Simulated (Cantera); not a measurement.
A closed system holds: 1 mol SiCl4, a varied amount of H2, 2 mol Cl2, held at 1198.15 K and 0.520 bar.

Method: chemical equilibrium by Gibbs-energy minimisation in Cantera with the NASA 1993 tables (ideal gas, pure condensed phases). Candidate condensed phases: Si; 19 gas species. The tables' values for SiCl3 are old estimates; treat these amounts as uncertain. Equilibrium is a limit: real reactors are often held back by kinetics, nucleation or transport.

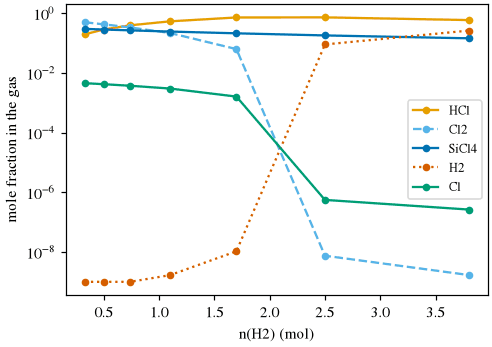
Figure. Equilibrium gas composition (values under 1e-9 drawn at 1e-9)

From 0.33 mol H2 to 3.8 mol H2 nothing is condensed. The main Si-bearing gas is SiCl4 throughout.
